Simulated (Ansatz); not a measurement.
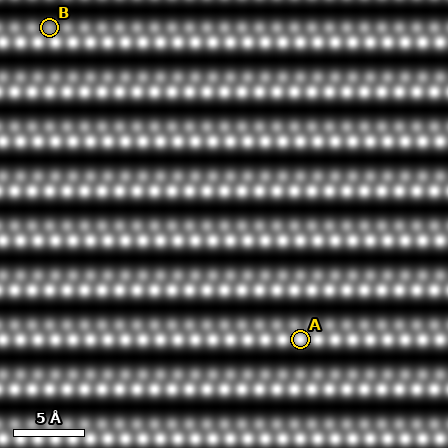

iDPC-like image of PtSe (P6_3mc, No. 186) along [310]. Simulated as the projected potential of neutral atoms (B = 0.8 Å²) blurred by a 0.58 Å probe, the thin-sample limit of integrated differential phase contrast. The display is stretched by a gamma of 0.8; percentages refer to the linear signal. Structure used: coordinates from a relaxation with DFT PBE, scalar-relativistic, plane waves, PAW in Ansatz; the starting structure was generated, so it need not be a known form of this composition.

Name the elements in each circled column.

Answer. A: Pt (1 Pt per 10.15 Å along the beam; the brightest kind). B: Se (1 Se per 10.15 Å along the beam; about 60 % of the brightest peak). Brightness is counted from the darkest point of the image.
